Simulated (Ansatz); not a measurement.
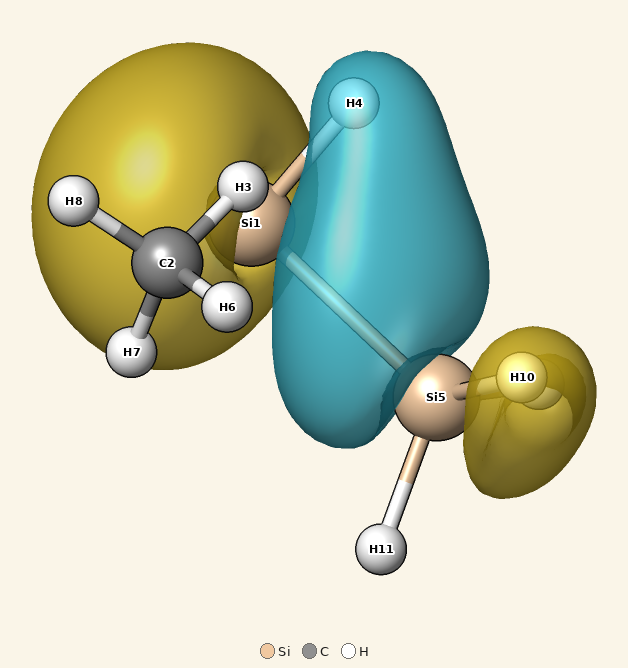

Figure 1: H$_{4}$Si$_{2}$···CH$_{4}$. The HOMO at ±0.1 Å⁻³ᐟ² (yellow and cyan are the two phases), seen at an oblique angle.

The product side of a reaction path; geometry: PBE0-D4/def2-TZVP.

Method: RKS PBE0-D4/def2-TZVPP (Ansatz).

Input

```
crystal:
  periodic: [false, false, false]
  atoms:
    - {symbol: Si, position_ang: [-0.745323, 1.383456, 0.486652]}
    - {symbol: C, position_ang: [1.630127, 0.476648, -0.530842]}
    - {symbol: H, position_ang: [0.661252, 0.756794, -0.988664]}
    - {symbol: H, position_ang: [-1.314492, 1.375045, -0.931845]}
    - {symbol: Si, position_ang: [-1.371400, -0.902587, 0.731883]}
    - {symbol: H, position_ang: [1.885980, -0.490519, -0.963517]}
    - {symbol: H, position_ang: [1.602328, 0.381023, 0.555400]}
    - {symbol: H, position_ang: [2.355372, 1.240206, -0.803961]}
    - {symbol: H, position_ang: [-2.844735, -0.883289, 0.985413]}
    - {symbol: H, position_ang: [-1.125823, -1.778902, -0.450217]}
    - {symbol: H, position_ang: [-0.733085, -1.557873, 1.909698]}
basis:
  gaussian: {orbitals: def2-TZVPP}
hamiltonian: {xc: pbe0, dispersion: d4}
output: {orbitals: {seedname: orbitals}}
```

Run with:

```sh
ansatz run in.yaml --threads 4 --pin off --events-out ev --progress --plain --max-ram 9574MiB
```

### What is the character of this orbital?

It lies mainly on Si1 (about 65 %) and Si5 (about 20 %). Its energy is −6.40 eV.
